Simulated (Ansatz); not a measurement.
A series of calculations on BPH4OCl2

Part 1: Relaxation

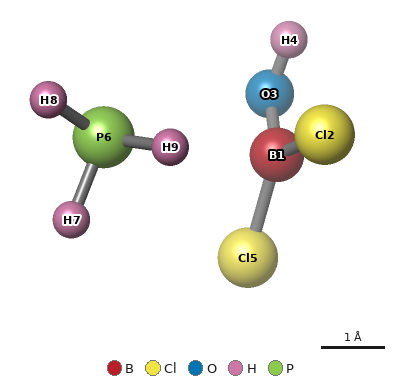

This is the input geometry for a relaxation of BPH$_{4}$OCl$_{2}$. Style: ball-and-stick. Shown at a tilt.

The run prepares an end point of a later path (reaction) calculation, from a guessed geometry.

Level of theory: RKS BLYP-D4/def2-SVP (Ansatz).

Input
```yaml
crystal:
  periodic: [false, false, false]
  atoms:
    - { symbol: B, position_ang: [-0.048451, -0.526032, -0.181944] }
    - { symbol: Cl, position_ang: [0.053169, -1.114665, 1.555472] }
    - { symbol: O, position_ang: [1.061655, -0.386176, -0.93284] }
    - { symbol: H, position_ang: [1.884812, -0.573579, -0.440985] }
    - { symbol: Cl, position_ang: [-1.637187, -0.27238, -0.912372] }
    - { symbol: P, position_ang: [-0.258038, 2.376361, 0.939773] }
    - { symbol: H, position_ang: [-1.64091, 2.769737, 0.885843] }
    - { symbol: H, position_ang: [0.086973, 3.400164, 1.895118] }
    - { symbol: H, position_ang: [-0.480923, 1.379171, 1.935335] }
basis:
  gaussian: { orbitals: def2-SVP }
hamiltonian:
  xc: blyp
  dispersion: d4
relax:
  f_tol: 0.03
  max_steps: 50
```

Run as
```bash
ansatz run input.yaml --threads 2 --pin off --max-ram 3072MiB --backend cpu --events-out ev --progress --plain --runs-dir out
```

Question: Predict the outcome.

Answer: The largest move after the best rigid fit is that of H9, 0.94 Å. By element the largest moves are H 0.94 Å, Cl 0.53 Å, P 0.34 Å, B 0.24 Å, O 0.22 Å. Near-neighbour distances that change, for instance: B1–Cl2 1.837 → 1.787 Å, P6–H9 1.427 → 1.439 Å, B1–Cl5 1.767 → 1.775 Å. The energy falls by 0.148 eV in 19 accepted moves (22 points after the start). The largest force component goes from 0.69 to 0.022 eV/Å. The line search rejected the trial steps at points 11, 16, 18 of the run. The forces were under the threshold at step 10, but the run went on from there. The run took 35 s on 2 threads of Arm Neoverse V2 (shared host), peak memory 0.15 GiB.

The structure at the end:

```xyz
9

B     0.0673   -0.7319   -0.1849
Cl    0.4550   -1.4343    1.4117
O     1.0211   -0.4966   -1.1131
H     1.9205   -0.7061   -0.7949
Cl   -1.6194   -0.3675   -0.6005
P    -0.2678    2.3738    1.2811
H    -1.2171    3.0859    0.4657
H    -0.0469    3.5053    2.1485
H    -1.2916    1.8241    2.1298
```

After the run, drawn alike:

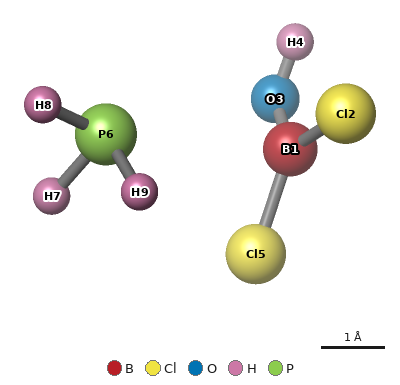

Limits of the set-up: the start holds two separate molecules, 2.6 Å apart at their closest, whose relative position is a soft coordinate.

Part 2: Relaxation

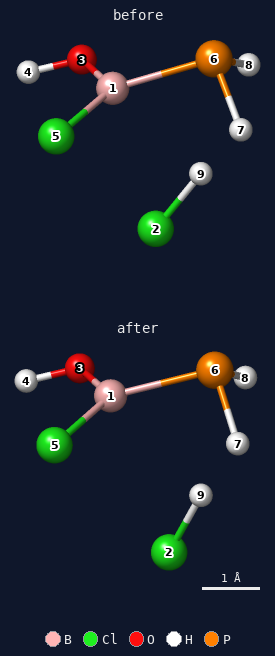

The structure of BPH₄OCl₂ before (top) and after (bottom) a relaxation, at one scale.

A ball-and-stick model, seen from a free direction.

The run prepares an end point of a later path (reaction) calculation, from a guessed geometry.

All numbers below come from Ansatz, RKS BLYP-D4/def2-SVP.

The input:
```yaml
crystal:
  periodic: [false, false, false]
  atoms:
    - { symbol: B, position_ang: [-0.071086, 0.581653, -0.30207] }
    - { symbol: Cl, position_ang: [-0.321259, -0.51196, 2.554805] }
    - { symbol: O, position_ang: [1.204288, 0.12606, -0.308206] }
    - { symbol: H, position_ang: [1.293617, -0.788307, -0.643877] }
    - { symbol: Cl, position_ang: [-1.412532, -0.377247, -1.011398] }
    - { symbol: P, position_ang: [-0.380139, 2.428175, 0.136415] }
    - { symbol: H, position_ang: [-1.579527, 2.2773, 0.906691] }
    - { symbol: H, position_ang: [0.512156, 2.552166, 1.256346] }
    - { symbol: H, position_ang: [-0.224419, 0.76476, 2.154695] }
basis:
  gaussian: { orbitals: def2-SVP }
hamiltonian:
  xc: blyp
  dispersion: d4
relax:
  f_tol: 0.03
  max_steps: 50
```

Run as
```bash
ansatz run input.yaml --threads 2 --pin off --max-ram 3072MiB --backend cpu --events-out ev --progress --plain --runs-dir out
```

Q: What changed between the two?

A: The largest move after the best rigid fit is that of Cl2, 0.34 Å. Largest moves by element: Cl 0.34 Å, H 0.15 Å, B 0.12 Å, O 0.09 Å, P 0.04 Å. Among the contacts that change: Cl2–H9 1.341 → 1.306 Å, B1–P6 1.923 → 1.945 Å. After 6 accepted moves (7 points after the start) the energy has fallen by 1.67 kcal/mol. The largest force component goes from 0.83 to 0.022 eV/Å. The line search rejected the trial step at point 2 of the run. Cost: 15 s on 2 threads of Arm Neoverse V2, on a shared host, peak memory 0.15 GiB.

Part 3: Path

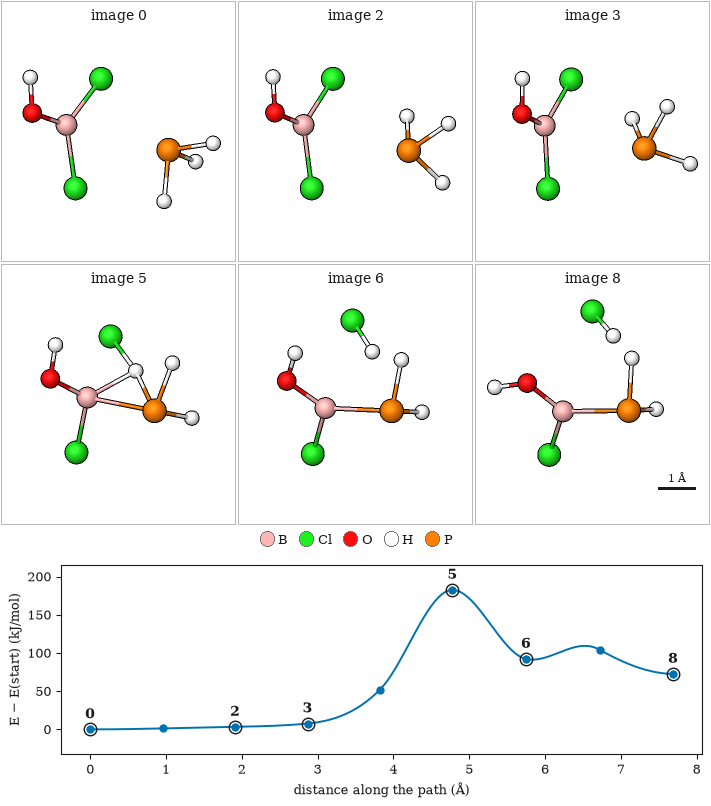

A search for the minimum-energy path of BPH4OCl2, made up at the start of BHOCl2 and PH3 by the nudged elastic band. Images are numbered from 0 (start) to 8 (end). Style: ball-and-stick. Shown from a free direction.

Level of theory: Ansatz 0.2.0, RKS BLYP-D4/def2-SVP. Settings: 7 movable images; climbing image; force threshold 0.03 eV/Å; iteration limit 60; starting path through a guess of the saddle point.

> What happens along the path, and what is the barrier?

The path has more than one stage, and so few images may leave a stage unresolved. Breaking: B–Cl (1.79 → 3.48 Å), H–P (1.44 → 2.77 Å). Forming: B–P (3.45 → 1.95 Å), Cl–H (3.77 → 1.31 Å). The energy climbs by 182.6 kJ/mol to image 5 and then falls by 110.0 kJ/mol, so the end point sits at +72.6 kJ/mol. The profile has 2 maxima (images 5, 7) with a dip at image 6 (+92.1 kJ/mol), so the process runs in steps. The band converged in 29 iterations. The largest component of the band force went from 9.2 to 0.016 eV/Å. The climbing image converged on the top of the path. Its vibrational analysis gives one imaginary mode (721i cm⁻¹), as a transition state must have.

Limits of the set-up: the start holds two separate molecules, 3.5 Å apart at their closest, whose relative position is a soft coordinate.

Cost: 4.9 min on 2 threads of Arm Neoverse V2, on a shared host, peak memory 0.14 GiB.
